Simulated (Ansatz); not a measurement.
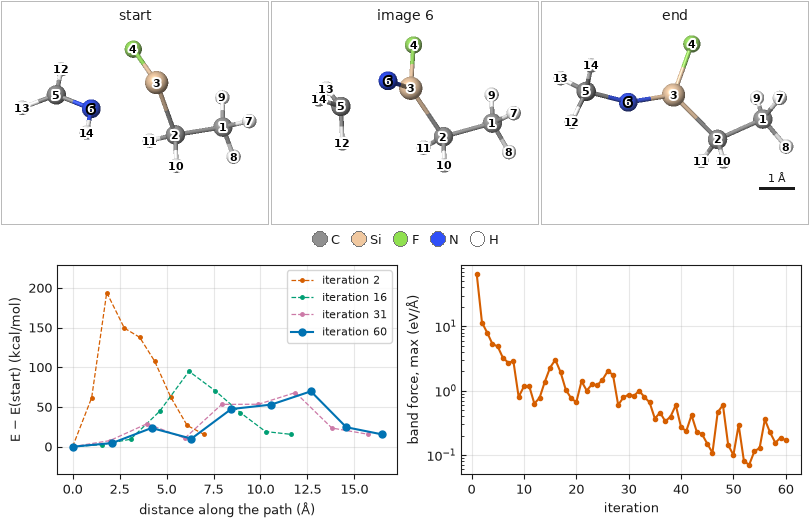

NEB run on C$_{3}$H$_{8}$FNSi. Images are numbered from 0 (start) to 8 (end). The plot follows the band through its iterations. Style: ball-and-stick. Shown at a tilt.

Level of theory: RHF/6-31G (Ansatz). Settings: 7 movable images; climbing image; force threshold 0.05 eV/Å; iteration limit 60; starting path through a guess of the saddle point.

### Judge this run.

The result isn't final. The band hadn't converged when the run stopped after 60 iterations. The largest component of the band force went from 64 to 0.17 eV/Å. The barrier read from it is provisional, though the highest image hardly moved in the last two iterations. The first iteration put the highest image at 517.6 kcal/mol. Forward barrier 69.8 kcal/mol, backward barrier 54.1 kcal/mol, with image 6 at the top; the reaction energy is +15.6 kcal/mol. The profile has 2 maxima (images 2, 6) with a dip at image 3 (+10.1 kcal/mol), which on an unconverged band is provisional.

Cost: 13 min on 1 thread of Arm Neoverse V2, on a shared host, peak memory 0.17 GiB.
